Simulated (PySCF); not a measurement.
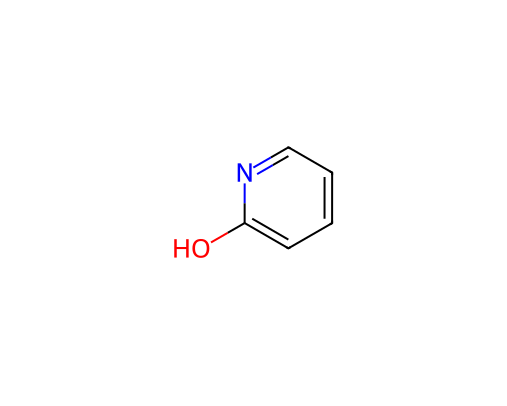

Write the SMILES.

Answer. Oc1ccccn1

What is the molecular formula?

Answer. C5H5NO.

An optimisation with PBE0-D3(BJ)/def2-SVP gave a structure of which point group?

Answer. Cs.

More results for the same structure follow; atom numbers are the same in all pictures, views and colours differ. The computed structure is the end point of a PBE0-D3(BJ)/def2-SVP optimisation. No frequency run is at hand to confirm it as a minimum.

Spin–spin coupling

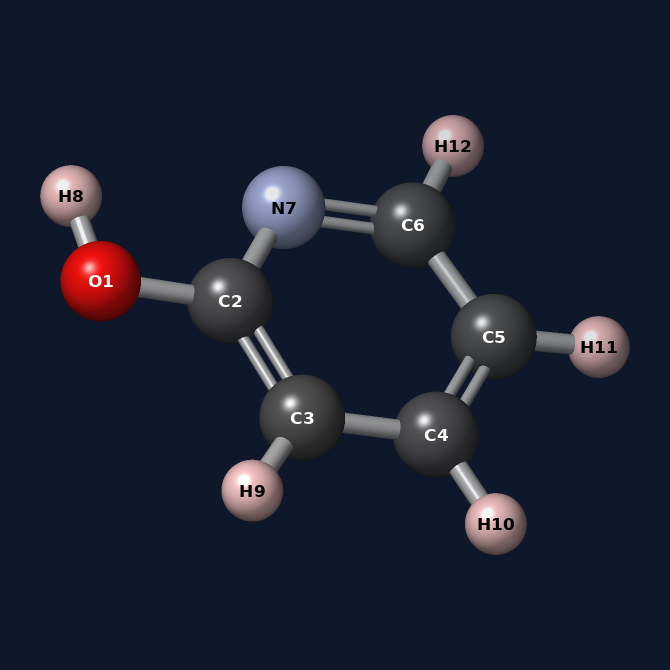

No frequency run is at hand to confirm it as a minimum. Method: B3LYP/pcJ-1 indirect spin-spin coupling, non-relativistic, gas phase (PySCF 2.14.0). Isotopes: 13C, 1H, 15N, 17O.

Give the spin–spin coupling constants of these pairs, with the number of bonds between them: C2/N7, C6/N7, O1/N7, C3/N7, C5/N7, N7/H12, C4/N7, N7/H11, N7/H9, N7/H8.

```
   pair  bonds apart  J (Hz)
 C2, N7            1    −6.4
 C6, N7            1    −3.2
 O1, N7            2     2.8
 C3, N7            2     1.6
 C5, N7            2     2.9
N7, H12            2   −12.3
 C4, N7            3    −2.1
N7, H11            3    −1.7
 N7, H9            3    −0.7
 N7, H8            3     1.2
```

Levels of theory compared

No frequency run is at hand to confirm it as a minimum. Program: PySCF 2.14.0.

At this fixed geometry, give HOMO–LUMO gap (eV), dipole (D) at these levels: B3LYP/pcJ-1; CAM-B3LYP/def2-SVPD; PBE0/pcSseg-1; PBE0/pcSseg-2.

```
              level  HOMO–LUMO gap (eV)  dipole (D)
        B3LYP/pcJ-1                5.74        1.23
CAM-B3LYP/def2-SVPD                8.42        1.38
      PBE0/pcSseg-1                6.16        1.22
      PBE0/pcSseg-2                6.09        1.23
```

Polarisability

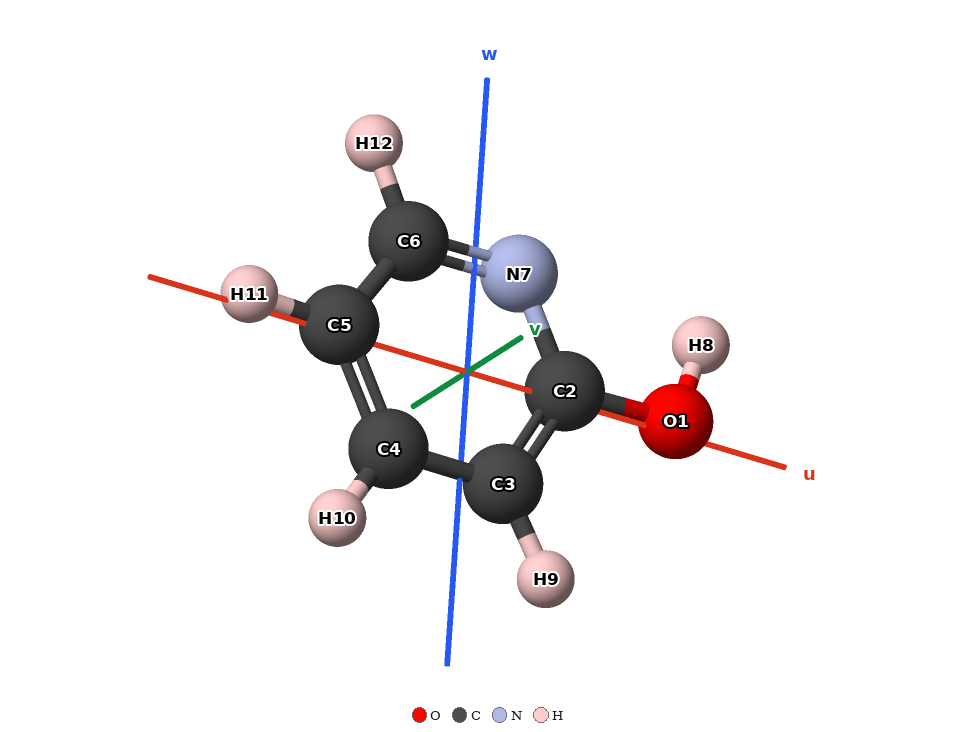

The lines u, v and w are the principal axes of the static dipole polarisability. No frequency run is at hand to confirm it as a minimum. Method: CAM-B3LYP/def2-SVPD (PySCF 2.14.0).

Along which axis is the molecule most polarisable, and along which least?

Answer. Most along u (in the molecular plane, nearly parallel to the C3–C4 bond), least along v (normal to the molecular plane).

Give the three principal values.

Answer. u 86.3, v 40.9, w 75.3 bohr³; mean 67.5, anisotropy 41.0 bohr³.
